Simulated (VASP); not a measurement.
```
TlIO3
1.0
    3.09860     1.78898     2.62634
   -3.09860     1.78898     2.62634
    0.00000    -3.57796     2.62634
Tl I O
1 1 3
Direct
  0.00717   0.00717   0.00717
  0.49964   0.49964   0.49964
  0.91224   0.45931   0.45931
  0.45931   0.91224   0.45931
  0.45931   0.45931   0.91224
```

Calculation: PBEsol GGA, VASP's PBE PAW potentials (set 64) (plane waves; VASP). Numerical set-up: 520 eV cut-off, 6×6×6 Γ-centred mesh, tetrahedra with Blöchl corrections, potentials Tl_d I O.

Unless said otherwise, spin-orbit coupling is left out, though it shifts the bands of the heavy elements here.

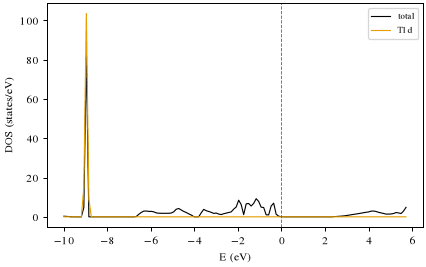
Fig. 1. Total and projected density of states, zero at the valence-band maximum

Within 2 eV below the valence-band maximum the largest weight inside VASP's projection spheres is O p.

The gap is direct, 2.25 eV, from the valence maximum at T to the conduction minimum at T.

The structure comes from a computed database's TlIO3 entry (R3m); how it stands against other phases isn't given here. It was relaxed first.
